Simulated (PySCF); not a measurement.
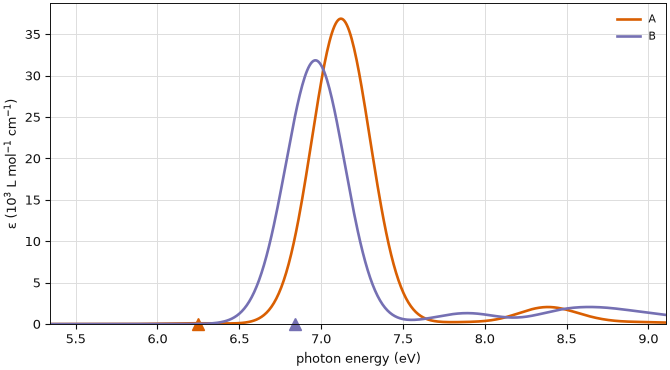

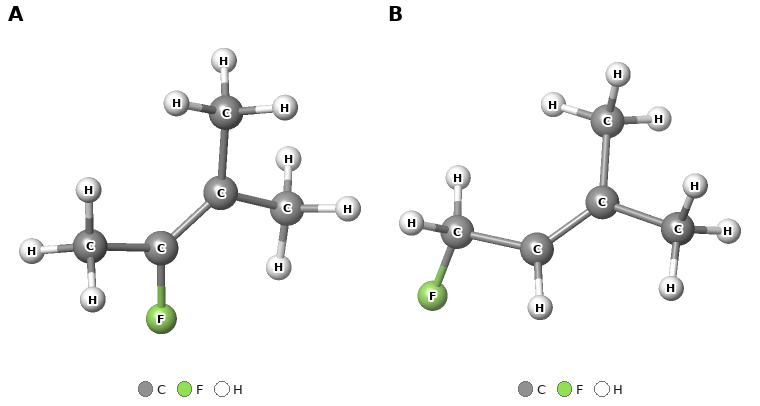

Related molecules: A is C₅H₉F, SMILES CC(C)=C(C)F; B is C₅H₉F, SMILES CC(C)=CCF. Vertical TDDFT absorption, CAM-B3LYP/def2-SVPD with PySCF 2.14.0, at a PBE0-D3(BJ)/def2-SVP geometry (no frequency check); Gaussians of 1/e half-width 0.25 eV, triangles mark S1, and the range ends where the computed states of one molecule run out.

Question: How does the lowest singlet move?

Answer: A: 6.25 eV (f = 0.002, mainly HOMO → LUMO (94 %)); B: 6.84 eV (f = 0.041, mainly HOMO → LUMO+1 (77 %)). From A to B it shifts 0.59 eV to the blue; the leading orbital pair differs.

Question: And the brightest state of each within the range drawn?

Answer: A: S2 at 7.12 eV, f = 0.57; B: S2 at 6.97 eV, f = 0.46.

Limits of at least one run: core orbitals are frozen in the response; one conformer of a flexible molecule; states above the negative HOMO energy depend on the basis.
